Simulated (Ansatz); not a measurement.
## WH7F: nudged elastic band (part 1 of 2)

The run: nudged elastic band of WH7F. Method and program: RKS PBE-D4/def2-SVP (Ansatz 0.2.0).

The run did not end well. One setting was made poor on purpose. It belongs to a series of runs on one base structure; here: band between the two ends.

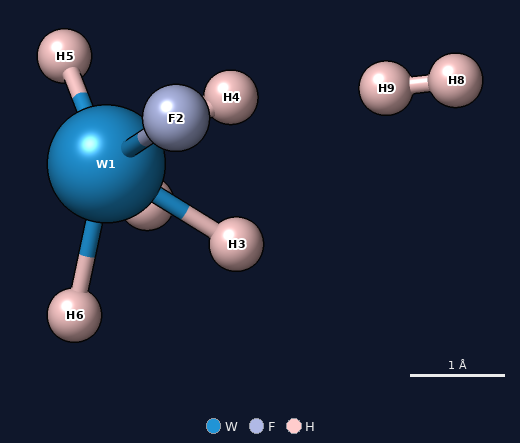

Figure 1. The starting structure (ball-and-stick view, seen at a tilt; atoms are numbered from 1 in the order of the input). Sticks mark near contacts.

### Input
```yaml
crystal:
  periodic: [false, false, false]
  atoms:
    - { symbol: W, position_ang: [-0.543217, -0.546875, 0.215923] }
    - { symbol: F, position_ang: [0.222369, 0.230545, 1.770854] }
    - { symbol: H, position_ang: [0.91318, -0.240771, -0.512335] }
    - { symbol: H, position_ang: [-0.248742, 0.910565, -0.51509] }
    - { symbol: H, position_ang: [-1.958807, 0.07185, -0.508639] }
    - { symbol: H, position_ang: [0.091901, -1.958086, -0.503282] }
    - { symbol: H, position_ang: [-0.474685, -0.485247, -1.476168] }
    - { symbol: H, position_ang: [2.419236, 2.48491, 2.156169] }
    - { symbol: H, position_ang: [1.883164, 1.933708, 2.11977] }
basis:
  gaussian: { orbitals: def2-SVP }
hamiltonian:
  xc: pbe
  dispersion: d4
neb:
  order_check: false
  images: 7
  f_tol: 0.05
  max_iterations: 60
  max_displacement: 0.5
  optimiser: lbfgs
  final_atoms:
    - { symbol: W, position_ang: [0.14710737, 0.15248753, -0.44076889] }
    - { symbol: F, position_ang: [0.35762386, 0.37920925, 2.26852807] }
    - { symbol: H, position_ang: [1.51093115, -0.56351244, 0.24250036] }
    - { symbol: H, position_ang: [-0.59012756, 1.507399, 0.23831413] }
    - { symbol: H, position_ang: [-1.35714537, -0.09613331, 0.27021125] }
    - { symbol: H, position_ang: [-0.08129659, -1.35420013, 0.27211663] }
    - { symbol: H, position_ang: [0.11618002, 0.11782673, -2.17879944] }
    - { symbol: H, position_ang: [1.25072944, 1.2698711, 0.22810852] }
    - { symbol: H, position_ang: [0.95039667, 0.98765127, 1.84699136] }
  initial_path:
    images:
      - { positions_ang: [[-0.543217, -0.546875, 0.215923], [0.222369, 0.230545, 1.770854], [0.91318, -0.240771, -0.512335], [-0.248742, 0.910565, -0.51509], [-1.958807, 0.07185, -0.508639], [0.091901, -1.958086, -0.503282], [-0.474685, -0.485247, -1.476168], [2.419236, 2.48491, 2.156169], [1.883164, 1.933708, 2.11977]] }
      - { positions_ang: [[-0.41051594, -0.41301924, 0.16735587], [0.18662676, 0.19162858, 1.88265095], [1.11140716, -0.18397989, -0.39677555], [-0.18982583, 1.10972922, -0.3977855], [-1.90183379, 0.05156317, -0.35812771], [0.0659887, -1.90109595, -0.35516626], [-0.37706217, -0.38367208, -1.53100627], [2.14942207, 2.21211142, 1.75411132], [1.67019204, 1.71733377, 1.98194514]] }
      - { positions_ang: [[-0.27781488, -0.27916348, 0.11878874], [0.15088453, 0.15271216, 1.99444791], [1.30963432, -0.12718879, -0.28121609], [-0.13090966, 1.30889344, -0.280481], [-1.84486058, 0.03127633, -0.20761643], [0.0400764, -1.84410589, -0.20705052], [-0.27943935, -0.28209716, -1.58584454], [1.87960814, 1.93931284, 1.35205364], [1.45722009, 1.50095955, 1.84412029]] }
      - { positions_ang: [[-0.14511382, -0.14530772, 0.07022161], [0.11514229, 0.11379574, 2.10624486], [1.50786148, -0.07039768, -0.16565664], [-0.07199349, 1.50805766, -0.1631765], [-1.78788737, 0.0109895, -0.05710514], [0.0141641, -1.78711584, -0.05893478], [-0.18181652, -0.18052224, -1.6406828], [1.60979421, 1.66651426, 0.94999596], [1.24424813, 1.28458532, 1.70629543]] }
      - { positions_ang: [[-0.01241276, -0.01145196, 0.02165448], [0.07940006, 0.07487932, 2.21804181], [1.70608864, -0.01360657, -0.05009718], [-0.01307732, 1.70722187, -0.04587199], [-1.73091416, -0.00929734, 0.09340615], [-0.0117482, -1.73012579, 0.08918095], [-0.08419369, -0.07894732, -1.69552107], [1.33998028, 1.39371568, 0.54793828], [1.03127617, 1.0682111, 1.56847058]] }
      - { positions_ang: [[0.02746727, 0.02953292, -0.09395136], [0.14895601, 0.15096181, 2.23066338], [1.65729926, -0.15108304, 0.0230522], [-0.15733988, 1.65726615, 0.02517454], [-1.63747196, -0.03100633, 0.13760742], [-0.0291353, -1.63614437, 0.13491487], [-0.03410026, -0.02975381, -1.81634066], [1.31766757, 1.36275453, 0.46798084], [1.0110563, 1.04807114, 1.63810078]] }
      - { positions_ang: [[0.0673473, 0.07051779, -0.20955721], [0.21851196, 0.22704429, 2.24328494], [1.60850989, -0.28855951, 0.09620159], [-0.30160244, 1.60731044, 0.09622107], [-1.54402976, -0.05271532, 0.1818087], [-0.0465224, -1.54216296, 0.18064879], [0.01599316, 0.01943971, -1.93716025], [1.29535486, 1.33179339, 0.3880234], [0.99083642, 1.02793118, 1.70773097]] }
      - { positions_ang: [[0.10722733, 0.11150266, -0.32516305], [0.28806791, 0.30312677, 2.25590651], [1.55972052, -0.42603597, 0.16935097], [-0.445865, 1.55735472, 0.1672676], [-1.45058756, -0.07442432, 0.22600997], [-0.0639095, -1.44818154, 0.22638271], [0.06608659, 0.06863322, -2.05797985], [1.27304215, 1.30083225, 0.30806596], [0.97061655, 1.00779123, 1.77736117]] }
      - { positions_ang: [[0.14710737, 0.15248753, -0.44076889], [0.35762386, 0.37920925, 2.26852807], [1.51093115, -0.56351244, 0.24250036], [-0.59012756, 1.507399, 0.23831413], [-1.35714537, -0.09613331, 0.27021125], [-0.08129659, -1.35420013, 0.27211663], [0.11618002, 0.11782673, -2.17879944], [1.25072944, 1.2698711, 0.22810852], [0.95039667, 0.98765127, 1.84699136]] }
```

Run on 1 thread of Arm Neoverse V1, 24 GiB of memory available, shared host.

Run as:
```bash
ansatz run input.yaml --threads 1 --pin off --max-ram 2048MiB --backend cpu --events-out ev --progress --plain --runs-dir out
```

### Output
```
Engine: ansatz 0.2.0, aarch64-unknown-linux-gnu
Functional definition: PBE
  parameter kappa = 0.804
  parameter beta = 0.06672455060314922
  exchange = pbe_x(kappa = kappa, mu = beta*pi^2/3)
  correlation = pbe_c(beta = beta)
861 factors; their error is unknown
mean field evaluation 1: about -4646.6836 eV, gradient 3.9e1 eV
mean field evaluation 2: about -4627.7212 eV, gradient 1.1e2 eV
mean field evaluation 4: about -4649.9847 eV, gradient 7.6e0 eV
mean field evaluation 8: about -4650.1234 eV, gradient 7.0e-2 eV
mean field evaluation 16: about -4650.0780 eV, gradient 3.3e-5 eV
mean field -4650.07803393 eV, -170.8872158107 hartree, gradient 3.3e-5 eV, S^2 0.000000; 0 other end points of the search recorded, 0 dependent functions left out
the calculation of the forces begins
reference -4650.07808902 eV, -170.8872178353 hartree; 15, 15 occupied and 66, 66 virtual orbitals, 861 factors
861 factors; their error is unknown
mean field evaluation 32: about -4649.2556 eV, gradient 6.7e-5 eV
mean field -4649.25561205 eV, -170.8569923640 hartree, gradient 6.7e-5 eV, S^2 0.000000; 0 other end points of the search recorded, 0 dependent functions left out
[... from here on the field's lines of each further geometry are left out, up to the last ...]
NEB iter   1: max|band force component| = 1.131e1 eV/Å  barrier→ = 5.9872 eV  barrier← = 5.1843 eV  Δτ_max = 0.1637 Å  (416 SCF iters)
NEB iter   2: max|band force component| = 5.142e0 eV/Å  barrier→ = 4.8528 eV  barrier← = 4.0499 eV  Δτ_max = 0.1783 Å  (265 SCF iters)
NEB iter   3: max|band force component| = 4.009e0 eV/Å  barrier→ = 3.9936 eV  barrier← = 3.1907 eV  Δτ_max = 0.1011 Å  (263 SCF iters)
NEB iter   4: max|band force component| = 1.966e0 eV/Å  barrier→ = 3.7559 eV  barrier← = 2.9530 eV  Δτ_max = 0.1244 Å  (251 SCF iters)
NEB iter   5: max|band force component| = 1.835e0 eV/Å  barrier→ = 3.8050 eV  barrier← = 3.0021 eV  Δτ_max = 0.1282 Å  (255 SCF iters)
NEB iter   6: max|band force component| = 1.504e0 eV/Å  barrier→ = 3.9199 eV  barrier← = 3.1170 eV  Δτ_max = 0.1944 Å  (257 SCF iters)
NEB iter   7: max|band force component| = 2.473e0 eV/Å  barrier→ = 3.7884 eV  barrier← = 2.9855 eV  Δτ_max = 0.0383 Å  (264 SCF iters)
NEB iter   8: max|band force component| = 1.305e0 eV/Å  barrier→ = 3.5725 eV  barrier← = 2.7696 eV  Δτ_max = 0.1318 Å  (240 SCF iters)
NEB iter   9: max|band force component| = 2.352e0 eV/Å  barrier→ = 2.8182 eV  barrier← = 2.0153 eV  Δτ_max = 0.0377 Å  (248 SCF iters)
NEB iter  10: max|band force component| = 8.835e-1 eV/Å  barrier→ = 2.6804 eV  barrier← = 1.8775 eV  Δτ_max = 0.0482 Å  (229 SCF iters)
NEB iter  11: max|band force component| = 1.552e0 eV/Å  barrier→ = 2.3746 eV  barrier← = 1.5717 eV  Δτ_max = 0.0224 Å  (230 SCF iters)
NEB iter  12: max|band force component| = 6.230e-1 eV/Å  barrier→ = 2.2781 eV  barrier← = 1.4752 eV  Δτ_max = 0.0511 Å  (222 SCF iters)
NEB iter  13: max|band force component| = 2.214e0 eV/Å  barrier→ = 2.2526 eV  barrier← = 1.4497 eV  Δτ_max = 0.0329 Å  (238 SCF iters)
NEB iter  14: max|band force component| = 7.007e-1 eV/Å  barrier→ = 2.2335 eV  barrier← = 1.4306 eV  Δτ_max = 0.0337 Å  (229 SCF iters)
NEB iter  15: max|band force component| = 9.738e-1 eV/Å  barrier→ = 2.2863 eV  barrier← = 1.4834 eV  Δτ_max = 0.0162 Å  (220 SCF iters)
NEB iter  16: max|band force component| = 5.556e-1 eV/Å  barrier→ = 2.2981 eV  barrier← = 1.4952 eV  Δτ_max = 0.0484 Å  (227 SCF iters)
NEB iter  17: max|band force component| = 2.485e0 eV/Å  barrier→ = 2.4173 eV  barrier← = 1.6144 eV  Δτ_max = 0.0369 Å  (229 SCF iters)
NEB iter  18: max|band force component| = 5.783e-1 eV/Å  barrier→ = 2.4049 eV  barrier← = 1.6020 eV  Δτ_max = 0.0226 Å  (228 SCF iters)
NEB iter  19: max|band force component| = 8.429e-1 eV/Å  barrier→ = 2.4322 eV  barrier← = 1.6293 eV  Δτ_max = 0.0143 Å  (224 SCF iters)
NEB iter  20: max|band force component| = 1.073e0 eV/Å  barrier→ = 2.4423 eV  barrier← = 1.6394 eV  CI = image 6  Δτ_max = 0.0189 Å  (229 SCF iters)
NEB iter  21: max|band force component| = 1.080e0 eV/Å  barrier→ = 2.5097 eV  barrier← = 1.7068 eV  CI = image 6  Δτ_max = 0.0185 Å  (218 SCF iters)
NEB iter  22: max|band force component| = 1.018e0 eV/Å  barrier→ = 2.5612 eV  barrier← = 1.7583 eV  CI = image 6  Δτ_max = 0.5000 Å  (209 SCF iters)
NEB iter  23: max|band force component| = 1.344e1 eV/Å  barrier→ = 3.6098 eV  barrier← = 2.8069 eV  CI = image 6  Δτ_max = 0.2649 Å  (248 SCF iters)
NEB iter  24: max|band force component| = 3.911e0 eV/Å  barrier→ = 2.4020 eV  barrier← = 1.5991 eV  CI = image 6  Δτ_max = 0.0524 Å  (231 SCF iters)
NEB iter  25: max|band force component| = 3.088e0 eV/Å  barrier→ = 1.9724 eV  barrier← = 1.1695 eV  CI = image 6  Δτ_max = 0.3375 Å  (217 SCF iters)
NEB iter  26: max|band force component| = 2.579e1 eV/Å  barrier→ = 5.1020 eV  barrier← = 4.2991 eV  CI = image 6  Δτ_max = 0.5000 Å  (238 SCF iters)
NEB iter  27: max|band force component| = 4.992e0 eV/Å  barrier→ = 2.5457 eV  barrier← = 1.7428 eV  CI = image 6  Δτ_max = 0.0684 Å  (227 SCF iters)
NEB iter  28: max|band force component| = 3.696e0 eV/Å  barrier→ = 2.1421 eV  barrier← = 1.3392 eV  CI = image 7  Δτ_max = 0.0759 Å  (223 SCF iters)
NEB iter  29: max|band force component| = 3.694e0 eV/Å  barrier→ = 2.1947 eV  barrier← = 1.3918 eV  CI = image 7  Δτ_max = 0.5000 Å  (221 SCF iters)
NEB iter  30: max|band force component| = 7.971e1 eV/Å  barrier→ = 11.7114 eV  barrier← = 10.9085 eV  CI = image 6  Δτ_max = 0.5000 Å  (242 SCF iters)
NEB iter  31: max|band force component| = 4.579e0 eV/Å  barrier→ = 2.4281 eV  barrier← = 1.6252 eV  CI = image 7  Δτ_max = 0.0658 Å  (218 SCF iters)
NEB iter  32: max|band force component| = 4.487e0 eV/Å  barrier→ = 2.4406 eV  barrier← = 1.6377 eV  CI = image 7  Δτ_max = 0.5000 Å  (224 SCF iters)
NEB iter  33: max|band force component| = 9.968e1 eV/Å  barrier→ = 19.4905 eV  barrier← = 18.6876 eV  CI = image 6  Δτ_max = 0.5000 Å  (258 SCF iters)
NEB iter  34: max|band force component| = 3.514e0 eV/Å  barrier→ = 2.2393 eV  barrier← = 1.4364 eV  CI = image 7  Δτ_max = 0.0710 Å  (211 SCF iters)
NEB iter  35: max|band force component| = 2.745e0 eV/Å  barrier→ = 2.1751 eV  barrier← = 1.3722 eV  CI = image 7  Δτ_max = 0.1933 Å  (213 SCF iters)
NEB iter  36: max|band force component| = 4.494e0 eV/Å  barrier→ = 2.0373 eV  barrier← = 1.2344 eV  CI = image 7  Δτ_max = 0.0925 Å  (248 SCF iters)
NEB iter  37: max|band force component| = 8.611e-1 eV/Å  barrier→ = 1.9978 eV  barrier← = 1.1949 eV  CI = image 7  Δτ_max = 0.0208 Å  (217 SCF iters)
NEB iter  38: max|band force component| = 6.556e-1 eV/Å  barrier→ = 1.9695 eV  barrier← = 1.1666 eV  CI = image 7  Δτ_max = 0.0720 Å  (220 SCF iters)
NEB iter  39: max|band force component| = 1.093e0 eV/Å  barrier→ = 1.8832 eV  barrier← = 1.0803 eV  CI = image 7  Δτ_max = 0.0220 Å  (223 SCF iters)
NEB iter  40: max|band force component| = 5.623e-1 eV/Å  barrier→ = 1.8701 eV  barrier← = 1.0672 eV  CI = image 7  Δτ_max = 0.0435 Å  (218 SCF iters)
NEB iter  41: max|band force component| = 1.361e0 eV/Å  barrier→ = 1.8405 eV  barrier← = 1.0376 eV  CI = image 7  Δτ_max = 0.0291 Å  (223 SCF iters)
NEB iter  42: max|band force component| = 5.073e-1 eV/Å  barrier→ = 1.8336 eV  barrier← = 1.0307 eV  CI = image 7  Δτ_max = 0.0186 Å  (220 SCF iters)
NEB iter  43: max|band force component| = 5.136e-1 eV/Å  barrier→ = 1.8250 eV  barrier← = 1.0221 eV  CI = image 7  Δτ_max = 0.0106 Å  (218 SCF iters)
NEB iter  44: max|band force component| = 4.941e-1 eV/Å  barrier→ = 1.8225 eV  barrier← = 1.0196 eV  CI = image 7  Δτ_max = 0.0508 Å  (221 SCF iters)
NEB iter  45: max|band force component| = 1.351e0 eV/Å  barrier→ = 1.8195 eV  barrier← = 1.0166 eV  CI = image 7  Δτ_max = 0.0286 Å  (223 SCF iters)
NEB iter  46: max|band force component| = 5.282e-1 eV/Å  barrier→ = 1.8223 eV  barrier← = 1.0194 eV  CI = image 7  Δτ_max = 0.0185 Å  (220 SCF iters)
NEB iter  47: max|band force component| = 5.822e-1 eV/Å  barrier→ = 1.8308 eV  barrier← = 1.0279 eV  CI = image 7  Δτ_max = 0.0122 Å  (217 SCF iters)
NEB iter  48: max|band force component| = 5.274e-1 eV/Å  barrier→ = 1.8368 eV  barrier← = 1.0339 eV  CI = image 7  Δτ_max = 0.0477 Å  (219 SCF iters)
NEB iter  49: max|band force component| = 9.699e-1 eV/Å  barrier→ = 1.8639 eV  barrier← = 1.0610 eV  CI = image 7  Δτ_max = 0.0205 Å  (214 SCF iters)
NEB iter  50: max|band force component| = 4.834e-1 eV/Å  barrier→ = 1.8663 eV  barrier← = 1.0634 eV  CI = image 7  Δτ_max = 0.0326 Å  (221 SCF iters)
NEB iter  51: max|band force component| = 1.123e0 eV/Å  barrier→ = 1.8786 eV  barrier← = 1.0757 eV  CI = image 7  Δτ_max = 0.0238 Å  (219 SCF iters)
NEB iter  52: max|band force component| = 3.832e-1 eV/Å  barrier→ = 1.8820 eV  barrier← = 1.0791 eV  CI = image 7  Δτ_max = 0.0194 Å  (219 SCF iters)
NEB iter  53: max|band force component| = 7.519e-1 eV/Å  barrier→ = 1.8908 eV  barrier← = 1.0879 eV  CI = image 7  Δτ_max = 0.0158 Å  (216 SCF iters)
NEB iter  54: max|band force component| = 3.555e-1 eV/Å  barrier→ = 1.8944 eV  barrier← = 1.0915 eV  CI = image 7  Δτ_max = 0.0331 Å  (216 SCF iters)
NEB iter  55: max|band force component| = 9.569e-1 eV/Å  barrier→ = 1.9105 eV  barrier← = 1.1076 eV  CI = image 7  Δτ_max = 0.0201 Å  (216 SCF iters)
NEB iter  56: max|band force component| = 4.886e-1 eV/Å  barrier→ = 1.9131 eV  barrier← = 1.1102 eV  CI = image 7  Δτ_max = 0.0585 Å  (217 SCF iters)
NEB iter  57: max|band force component| = 2.061e0 eV/Å  barrier→ = 1.9242 eV  barrier← = 1.1213 eV  CI = image 7  Δτ_max = 0.0442 Å  (225 SCF iters)
NEB iter  58: max|band force component| = 3.518e-1 eV/Å  barrier→ = 1.9252 eV  barrier← = 1.1223 eV  CI = image 7  Δτ_max = 0.0065 Å  (220 SCF iters)
NEB iter  59: max|band force component| = 4.942e-1 eV/Å  barrier→ = 1.9264 eV  barrier← = 1.1235 eV  CI = image 7  Δτ_max = 0.0109 Å  (217 SCF iters)
the calculation of the forces begins
reference -4649.57476025 eV, -170.8687208442 hartree; 15, 15 occupied and 66, 66 virtual orbitals, 861 factors
these checks for a lower state are left out or cut short: starts, cluster_reference, orbital_swaps, neighbouring_geometries, increment
861 factors; their error is unknown
mean field -4648.14096774 eV, -170.8160299415 hartree, gradient 2.1e-5 eV, S^2 0.000000; 0 other end points of the search recorded, 0 dependent functions left out
the calculation of the forces begins
reference -4648.14103078 eV, -170.8160322581 hartree; 15, 15 occupied and 66, 66 virtual orbitals, 861 factors
NEB iter  60: max|band force component| = 3.500e-1 eV/Å  barrier→ = 1.9273 eV  barrier← = 1.1244 eV  CI = image 7  Δτ_max = 0.0157 Å  (215 SCF iters)
```
